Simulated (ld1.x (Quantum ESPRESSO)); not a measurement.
# Pseudopotential generation for titanium: TM, LDA (PW92)

Aim: build the potential from the settings below, then test how well it stands in for the atom: other configurations, scattering, ghost states and the plane-wave cutoff that it needs.

The numbers are computed with ld1.x (Quantum ESPRESSO) 7.5 (LDA (PW92), scalar-relativistic, spin-unpolarised reference atom).

## Step 1: Starting point

Typed settings, in words:

- element: titanium (Ti, Z = 22)
- type: norm-conserving Troullier–Martins (Kleinman–Bylander form)
- frozen core: [Ar]
- valence charge: 4
- reference configuration: 3d2 4s2 4p0
- partial waves: 4s (bound): rc 2.20 bohr; 3d (bound): rc 1.40 bohr; 4p (bound, empty): rc 2.75 bohr
- local potential: the p channel
- core correction: not asked for

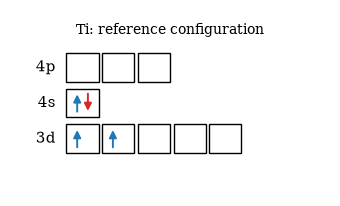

The outer shells as boxes. The arrows follow Hund's rule for the drawing; the calculation itself is spin-unpolarised.

## Step 2: The generation run

Ti.in

```
 &input
   title='Ti', zed=22., rel=1, dft='PW', iswitch=3,
   config='[Ar] 3d2 4s2 4p0',
   nld=3, rlderiv=3.00, eminld=-2.0, emaxld=5.0, deld=0.02
 /
 &inputp
   pseudotype=2, tm=.true., lloc=1,
   nlcc=.false.,
   file_pseudopw='Ti.UPF', file_wfcaegen='ae.wfc', file_wfcncgen='nc.wfc', file_beta='beta', file_chi='chi'
 /
3
4S  1  0   2.00   0.00  2.20  2.20  0.0
3D  3  2   2.00   0.00  1.40  1.40  0.0
4P  2  1   0.00   0.00  2.75  2.75  0.0
 &test
   configts(1)='3d2 4s2 4p0'
 /
```

Started as:

```
$ ld1.x < Ti.in > Ti.out
```

The output, Ti.out (without the banner and most projector matrices):

```text
     Program LD1 v.7.5
     --------------------------- All-electron run ----------------------------

     Ti
     scalar relativistic calculation

     atomic number is 22.00
     dft =PW   lsd =0 sic =0 latt =0  beta=0.20 tr2=1.0E-14
     Exchange-correlation= PW
                           (   1   4   0   0   0   0   0)
     mesh =1177 r(mesh) = 100.37945 a.u. xmin = -7.00 dx = 0.01250
     1 Ry =  13.60569312 eV, c = 137.03599908

     n l     nl                  e(Ry)          e(Ha)          e(eV)
     1 0     1S 1( 2.00)      -356.9136      -178.4568     -4856.0576
     2 0     2S 1( 2.00)       -39.3559       -19.6780      -535.4643
     2 1     2P 1( 6.00)       -32.6312       -16.3156      -443.9707
     3 0     3S 1( 2.00)        -4.5766        -2.2883       -62.2674
     3 1     3P 1( 6.00)        -2.8510        -1.4255       -38.7901
     3 2     3D 1( 2.00)        -0.3281        -0.1641        -4.4642
     4 0     4S 1( 2.00)        -0.3376        -0.1688        -4.5938
     4 1     4P 1( 0.00)        -0.1129        -0.0564        -1.5355

     final scf error:  7.7E-15 reached in  36 iterations

     Etot =   -1703.448967 Ry,    -851.724484 Ha,  -23176.603900 eV

     Ekin =    1716.815150 Ry,     858.407575 Ha,   23358.460076 eV
     Encl =   -4053.596871 Ry,   -2026.798435 Ha,  -55151.995069 eV
     Eh   =     713.407969 Ry,     356.703984 Ha,    9706.409897 eV
     Exc  =     -80.075215 Ry,     -40.037608 Ha,   -1089.478805 eV

     normalization and overlap integrals

     s(1S/1S) =  1.000000  <r> =   0.0697  <r2> =    0.0065  r(max) =   0.0455
     s(2S/2S) =  1.000000  <r> =   0.3259  <r2> =    0.1256  r(max) =   0.2682
     s(2P/2P) =  1.000000  <r> =   0.2904  <r2> =    0.1041  r(max) =   0.2196
     s(3S/3S) =  1.000000  <r> =   1.0090  <r2> =    1.1762  r(max) =   0.8685
     s(3P/3P) =  1.000000  <r> =   1.0877  <r2> =    1.3974  r(max) =   0.9016
     s(3D/3D) =  1.000000  <r> =   1.6111  <r2> =    3.5340  r(max) =   0.9719
     s(4S/4S) =  1.000000  <r> =   3.4842  <r2> =   14.0130  r(max) =   2.8834
     s(4P/4P) =  1.000000  <r> =   4.7793  <r2> =   26.8602  r(max) =   3.7960

     ------------------------ End of All-electron run ------------------------

     --------------------- Generating NC pseudopotential ---------------------

      Generating local pot.: lloc=1, matching radius rcloc =   2.7500

      Wfc   4S  rcut= 2.190  Using Troullier-Martins method

      Wfc   3D  rcut= 1.396  Using Troullier-Martins method

     ------------------- End of pseudopotential generation -------------------

     [... the all-electron block is printed once more ...]


     Computing logarithmic derivative in   3.01237
     Computing logarithmic derivative in   3.01237
     Computing the partial wave expansion
     R is outside the sphere for l=    0 j= 0.00
       no projector for channel:   1
     R is outside the sphere for l=    2 j= 0.00

     ---------------------- Testing the pseudopotential ----------------------

     Ti
     scalar relativistic calculation

     atomic number is 22.00   valence charge is  4.00
     dft =PW   lsd =0 sic =0 latt =0  beta=0.20 tr2=1.0E-14
     mesh =1177 r(mesh) = 100.37945 xmin = -7.00 dx = 0.01250

     n l     nl             e AE (Ry)        e PS (Ry)    De AE-PS (Ry)
     3 2     3D   1( 2.00)       -0.32811       -0.32811       -0.00000
     1 0     4S   1( 2.00)       -0.33764       -0.33764       -0.00000
     2 1     4P   1( 0.00)       -0.11286       -0.11285       -0.00000

     eps = 7.5E-15  iter =  5

     Etot =   -1703.448967 Ry,    -851.724484 Ha,  -23176.603900 eV
     Etotps =    -6.648289 Ry,      -3.324144 Ha,     -90.454578 eV

     Ekin =      13.776109 Ry,       6.888055 Ha,     187.433518 eV
     Encl =     -12.216739 Ry,      -6.108370 Ha,    -166.217202 eV
     Ehrt =       5.908004 Ry,       2.954002 Ha,      80.382485 eV
     Ecxc =      -1.944779 Ry,      -0.972389 Ha,     -26.460061 eV
     Epseu=     -12.170884 Ry,      -6.085442 Ha,    -165.593318 eV

     ---------------------- End of pseudopotential test ----------------------
```

It took 4.1 s on 1 thread of Intel Xeon Platinum 8375C at 2.90GHz, shared host. (Generation and the later configuration tests together.)

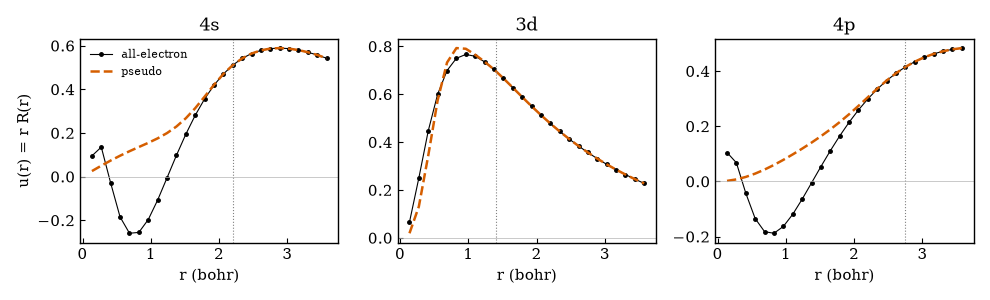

All-electron and pseudo partial waves (4s, 3d, 4p), with the matching radii dotted. The curves join 26 sampled radii, too few to resolve the innermost nodes.

## Step 3: Configuration tests

Ti.test.in

```
 &input
   title='Ti', zed=22., rel=1, dft='PW', iswitch=2,
   config='[Ar] 3d2 4s2 4p0'
 /
 &test
   file_pseudo='Ti.UPF', nconf=10,
   configts(1)='3d2 4s2 4p0',
   configts(2)='3d2 4s1 4p0',
   configts(3)='3d2 4s0 4p0',
   configts(4)='3d1 4s0 4p0',
   configts(5)='3d2 4s1 4p1',
   configts(6)='3d1 4s2 4p0',
   configts(7)='3d2 4s0 4p1',
   configts(8)='3d2 4s0 4p2',
   configts(9)='3d2 4s2 4p0', lsdts(9)=1,
   configts(10)='3d2 4s1 4p0', lsdts(10)=1
 /
```

Started as:

```
$ ld1.x < Ti.test.in > Ti.test.out
```

Ti.test.out, the pseudopotential blocks, each with the warnings that came before it:

```text
     ---------------------- Testing the pseudopotential ----------------------

     Ti
     scalar relativistic calculation

     atomic number is 22.00   valence charge is  4.00
     dft =PW   lsd =0 sic =0 latt =0  beta=0.20 tr2=1.0E-14
     mesh =1177 r(mesh) = 100.37945 xmin = -7.00 dx = 0.01250

     n l     nl             e AE (Ry)        e PS (Ry)    De AE-PS (Ry)
     3 2     3D   1( 2.00)       -0.32811       -0.32811       -0.00000
     1 0     4S   1( 2.00)       -0.33764       -0.33764       -0.00000
     2 1     4P   1( 0.00)       -0.11286       -0.11285       -0.00000

     eps = 7.7E-15  iter =  4

     Etot =   -1703.448967 Ry,    -851.724484 Ha,  -23176.603900 eV
     Etotps =    -6.648289 Ry,      -3.324145 Ha,     -90.454580 eV

     Ekin =      13.776109 Ry,       6.888055 Ha,     187.433516 eV
     Encl =     -12.216739 Ry,      -6.108370 Ha,    -166.217202 eV
     Ehrt =       5.908004 Ry,       2.954002 Ha,      80.382485 eV
     Ecxc =      -1.944779 Ry,      -0.972389 Ha,     -26.460061 eV
     Epseu=     -12.170884 Ry,      -6.085442 Ha,    -165.593318 eV

     ---------------------- End of pseudopotential test ----------------------

     ---------------------- Testing the pseudopotential ----------------------

     Ti
     [...]
     n l     nl             e AE (Ry)        e PS (Ry)    De AE-PS (Ry)
     3 2     3D   1( 2.00)       -0.85563       -0.85883        0.00320
     1 0     4S   1( 1.00)       -0.77863       -0.77769       -0.00094
     2 1     4P   1( 0.00)       -0.49773       -0.49822        0.00049

     eps = 1.4E-16  iter =  7

     Etot =   -1702.895596 Ry,    -851.447798 Ha,  -23169.074903 eV
     Etotps =    -6.095003 Ry,      -3.047502 Ha,     -82.926744 eV
     dEtot_ae =       0.553371 Ry
     dEtot_ps =       0.553286 Ry,   Delta E=       0.000085 Ry

     [...]
     ---------------------- End of pseudopotential test ----------------------

     ---------------------- Testing the pseudopotential ----------------------

     Ti
     [...]
     n l     nl             e AE (Ry)        e PS (Ry)    De AE-PS (Ry)
     3 2     3D   1( 2.00)       -1.46463       -1.46109       -0.00354
     1 0     4S   1( 0.00)       -1.24427       -1.22738       -0.01690  !
     2 1     4P   1( 0.00)       -0.90710       -0.90093       -0.00617  !

     eps = 1.4E-15  iter =  7

     Etot =   -1701.881808 Ry,    -850.940904 Ha,  -23155.281613 eV
     Etotps =    -5.087081 Ry,      -2.543541 Ha,     -69.213267 eV
     dEtot_ae =       1.567159 Ry
     dEtot_ps =       1.561208 Ry,   Delta E=       0.005951 Ry

     [...]
     ---------------------- End of pseudopotential test ----------------------

     ---------------------- Testing the pseudopotential ----------------------

     Ti
     [...]
     n l     nl             e AE (Ry)        e PS (Ry)    De AE-PS (Ry)
     3 2     3D   1( 1.00)       -2.56794       -2.55965       -0.00829  !
     1 0     4S   1( 0.00)       -1.93307       -1.86895       -0.06412  !
     2 1     4P   1( 0.00)       -1.52050       -1.50738       -0.01311  !

     eps = 5.9E-16  iter =  7

     Etot =   -1699.883134 Ry,    -849.941567 Ha,  -23128.088273 eV
     Etotps =    -3.086310 Ry,      -1.543155 Ha,     -41.991381 eV
     dEtot_ae =       3.565833 Ry
     dEtot_ps =       3.561979 Ry,   Delta E=       0.003853 Ry

     [...]
     ---------------------- End of pseudopotential test ----------------------

     ---------------------- Testing the pseudopotential ----------------------

     Ti
     [...]
     n l     nl             e AE (Ry)        e PS (Ry)    De AE-PS (Ry)
     3 2     3D   1( 2.00)       -0.41892       -0.42218        0.00326
     1 0     4S   1( 1.00)       -0.39494       -0.39439       -0.00055
     2 1     4P   1( 1.00)       -0.15856       -0.15847       -0.00009

     eps = 4.8E-15  iter =  9

     Etot =   -1703.218623 Ry,    -851.609312 Ha,  -23173.469912 eV
     Etotps =    -6.418108 Ry,      -3.209054 Ha,     -87.322812 eV
     dEtot_ae =       0.230344 Ry
     dEtot_ps =       0.230181 Ry,   Delta E=       0.000163 Ry

     [...]
     ---------------------- End of pseudopotential test ----------------------

     ---------------------- Testing the pseudopotential ----------------------

     Ti
     [...]
     n l     nl             e AE (Ry)        e PS (Ry)    De AE-PS (Ry)
     3 2     3D   1( 1.00)       -1.18556       -1.22217        0.03660  !
     1 0     4S   1( 2.00)       -0.88994       -0.89503        0.00509  !
     2 1     4P   1( 0.00)       -0.57683       -0.58248        0.00565  !

     eps = 9.1E-15  iter =  8

     Etot =   -1702.715235 Ry,    -851.357618 Ha,  -23166.620965 eV
     Etotps =    -5.894433 Ry,      -2.947216 Ha,     -80.197842 eV
     dEtot_ae =       0.733732 Ry
     dEtot_ps =       0.753856 Ry,   Delta E=      -0.020124 Ry

     [...]
     ---------------------- End of pseudopotential test ----------------------

     ---------------------- Testing the pseudopotential ----------------------

     Ti
     [...]
     n l     nl             e AE (Ry)        e PS (Ry)    De AE-PS (Ry)
     3 2     3D   1( 2.00)       -0.93610       -0.93749        0.00139
     1 0     4S   1( 0.00)       -0.82777       -0.82221       -0.00555  !
     2 1     4P   1( 1.00)       -0.54264       -0.54055       -0.00209

     eps = 4.6E-15  iter = 11

     Etot =   -1702.612905 Ry,    -851.306452 Ha,  -23165.228689 eV
     Etotps =    -5.814652 Ry,      -2.907326 Ha,     -79.112369 eV
     dEtot_ae =       0.836063 Ry
     dEtot_ps =       0.833637 Ry,   Delta E=       0.002425 Ry

     [...]
     ---------------------- End of pseudopotential test ----------------------

     BEWARE! Errors in PS-KS equations
     ---------------------- Testing the pseudopotential ----------------------

     Ti
     [...]
     n l     nl             e AE (Ry)        e PS (Ry)    De AE-PS (Ry)
     3 2     3D   1( 2.00)       -0.50030       -0.50498        0.00468
     1 0     4S   1( 0.00)       -0.44283       -0.44049       -0.00234
     2 1     4P   1( 2.00)       -0.19487       -0.19421       -0.00066

     eps = 3.6E-15  iter =  8

     Etot =   -1702.976360 Ry,    -851.488180 Ha,  -23170.173755 eV
     Etotps =    -6.176834 Ry,      -3.088417 Ha,     -84.040104 eV
     dEtot_ae =       0.472607 Ry
     dEtot_ps =       0.471455 Ry,   Delta E=       0.001152 Ry

     [...]
     ---------------------- End of pseudopotential test ----------------------

     ---------------------- Testing the pseudopotential ----------------------

     Ti
     [...]
     n l     nl             e AE (Ry)        e PS (Ry)    De AE-PS (Ry)
     3 2     3D   1( 2.00)       -0.36724       -0.42289        0.05565  !
     1 0     4S   1( 1.00)       -0.35297       -0.35641        0.00345
     2 1     4P   1( 0.00)       -0.12020       -0.12172        0.00152
     3 2     3D   2( 0.00)       -0.26406       -0.07922       -0.18484  !
     1 0     4S   2( 1.00)       -0.31634       -0.29939       -0.01695  !
     2 1     4P   2( 0.00)       -0.10366       -0.10118       -0.00247

     eps = 1.0E-15  iter = 12

     Etot =   -1703.500686 Ry,    -851.750343 Ha,  -23177.307573 eV
     Etotps =    -6.817019 Ry,      -3.408509 Ha,     -92.750264 eV
     dEtot_ae =      -0.051719 Ry
     dEtot_ps =      -0.168730 Ry,   Delta E=       0.117011 Ry

     [...]
     ---------------------- End of pseudopotential test ----------------------

     ---------------------- Testing the pseudopotential ----------------------

     Ti
     [...]
     n l     nl             e AE (Ry)        e PS (Ry)    De AE-PS (Ry)
     3 2     3D   1( 2.00)       -0.90454       -0.96614        0.06160  !
     1 0     4S   1( 1.00)       -0.81772       -0.81789        0.00017
     2 1     4P   1( 0.00)       -0.52685       -0.52678       -0.00007
     3 2     3D   2( 0.00)       -0.76804       -0.40630       -0.36174  !
     1 0     4S   2( 0.00)       -0.69665       -0.61429       -0.08237  !
     2 1     4P   2( 0.00)       -0.43187       -0.38940       -0.04246  !

     eps = 9.2E-16  iter =  9

     Etot =   -1702.990897 Ry,    -851.495448 Ha,  -23170.371534 eV
     Etotps =    -6.333129 Ry,      -3.166565 Ha,     -86.166615 eV
     dEtot_ae =       0.458070 Ry
     dEtot_ps =       0.315160 Ry,   Delta E=       0.142911 Ry

     [...]
     ---------------------- End of pseudopotential test ----------------------
```

1 test gave no usable energy difference (3d2 4s0 4p2).

Excitation and ionisation energies from 3d2 4s2 4p0, with the error of the potential. Spin-polarised rows fill open shells by Hund's rule and count from the unpolarised reference.

```csv
valence configuration,charge,ΔE all-electron (eV),error AE − PS (meV)
3d2 4s1 4p0,+1,7.529,+1.2
3d2 4s0 4p0,+2,21.322,+81
3d1 4s0 4p0,+3,48.516,+52
3d2 4s1 4p1,0,3.134,+2.2
3d1 4s2 4p0,+1,9.983,-274
3d2 4s0 4p1,+1,11.375,+33
3d2 4s2 4p0 (spin-polarised),0,-0.704,+1592
3d2 4s1 4p0 (spin-polarised),+1,6.232,+1944
```

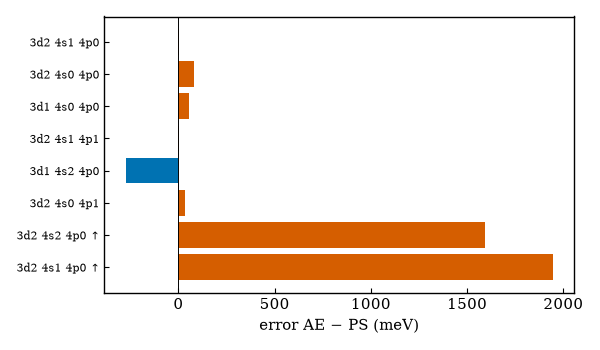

Error of the potential in each test configuration; ↑ marks spin-polarised tests.

## Step 4: Logarithmic derivatives

Taken from the files of the generation run. The phase is arctan(r·u′/u) with u = r·R, unwrapped, with energies in Ry. A pole is an energy at which the radial function vanishes at the test radius. The pseudo phase is shifted by a multiple of π to meet the all-electron one at the reference energy. Levels narrower than the energy grid can be missing from the poles. The last column is the largest difference on the grid between −1 and +1 Ry.

| channel | radius (bohr) | reference (Ry) | poles AE | poles PS | window around the reference with phases within 0.05 rad (Ry) | largest difference near zero (rad) |
| --- | --- | --- | --- | --- | --- | --- |
| s | 3.01 | -0.34 | 1.22 | 1.65 | below 1.3 | 0.039 |
| p | 3.01 | -0.11 | 1.99 | 1.62 | below 1.4 | 0.040 |
| d | 3.01 | -0.33 | -0.17, 3.27 | -0.15 | below 0.2 | 0.268 |

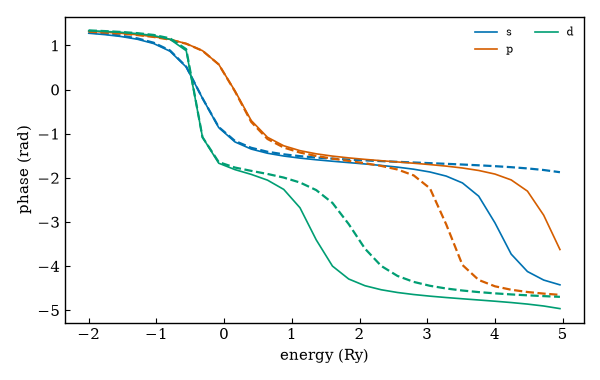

All-electron (solid) and pseudo (dashed) phases against energy.

## Step 5: Plane-wave convergence, by spherical Bessel functions

A separate test, outside the generator: the pseudo-atom's Hamiltonian at the reference potential is diagonalised in spherical Bessel functions j_l(qr) that vanish at 20 bohr, with q² up to the cutoff.

All-electron valence levels (Ry): 4s -0.3376, 3d -0.3281, 4p -0.1129. The lowest levels of each channel (Ry) by cutoff; the last column sums, over occupied levels, occupation times the distance from the level at 400 Ry. A positive value at high cutoff is not a bound level.

```tsv
cutoff (Ry)	s #1	s #2	d #1	p #1	f #1	Σ f·Δε (mRy)
8	-3.0875	-0.3278	0.0447	-0.1120	0.1061	765.5
18	-4.4261	-0.3366	0.0433	-0.1128	0.1061	744.9
35	-4.7387	-0.3375	0.0280	-0.1128	0.1061	712.5
55	-4.7970	-0.3376	-0.2150	-0.1128	0.1061	226.3
90	-4.8083	-0.3376	-0.3258	-0.1128	0.1061	4.7
110	-4.8099	-0.3376	-0.3280	-0.1128	0.1061	0.3
140	-4.8102	-0.3376	-0.3280	-0.1128	0.1061	0.2
400	-4.8105	-0.3376	-0.3281	-0.1128	0.1061	0.0
```

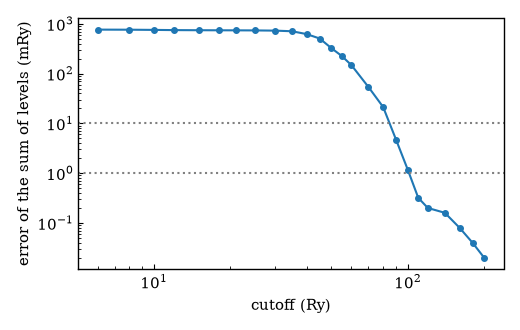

Occupation-weighted error of the valence levels against the cutoff; the dotted lines mark 10 and 1 mRy.

The sum stays within 10 mRy from 90 Ry and within 1 mRy from 110 Ry. The sum leaves out empty levels, which can need more. Ghost test: ghost state, bound below the all-electron valence or empty levels of the same l: s at -65.4 eV.

## Step 6: What came out

| quantity | value |
| --- | --- |
| cutoffs for 10 and 1 mRy, occupied levels | 90 Ry and 110 Ry |
| bound ghosts | s at -65.45 eV |
| largest test error (AE − PS), unpolarised tests | -274 meV, for 3d1 4s2 4p0 (1 test unsolved) |
| largest phase difference near zero energy, channels read | 0.268 rad |

A bound ghost (s) makes it unfit for use: electrons can fall into a state that the atom doesn't have. Close by lies the frozen 3s level (-62.3 eV). By total energies transferability is poor: the largest error is 274 meV on 10.0 eV, for 3d1 4s2 4p0. The spin-polarised tests miss by far more, up to 1944 meV (3d2 4s1 4p0). Of the tests 1 gave no usable energy difference, which is a warning in itself. By its cutoff, 90 Ry for the looser tolerance, it is hard. The slowest occupied level is 3d: taken alone it needs 100 Ry to come within 1 mRy, against 25 Ry for 4s. Of the channels read, d scatters worst near zero energy, by up to 0.27 rad.
